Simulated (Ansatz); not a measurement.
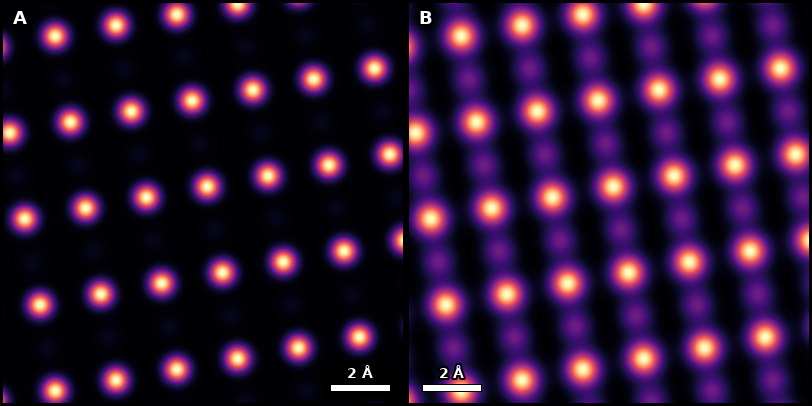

Two simulated images of the same area of SiW (Pm-3m, No. 221) along [110], with a probe of 0.70 Å. One is incoherent Z contrast (Z^1.8 per atom), the other the projected potential of neutral atoms blurred by the probe (iDPC-like, thin sample). Brightness is counted from the darkest point of the image. Structure: the end point of a relaxation with Ansatz, DFT, PBE, PAW with Ansatz's default frozen-core files, scalar-relativistic; the starting structure was generated, so it need not be a known form of this composition.

Which panel is which, and how can one tell?

A is the Z-contrast image and B the potential image. The columns of 1 Si per repeat reach about 5 % of the brightest peak (1 W) in A but about 32 % in B, mainly since the potential grows much more slowly with atomic number. The Si columns show clearly in B alone.
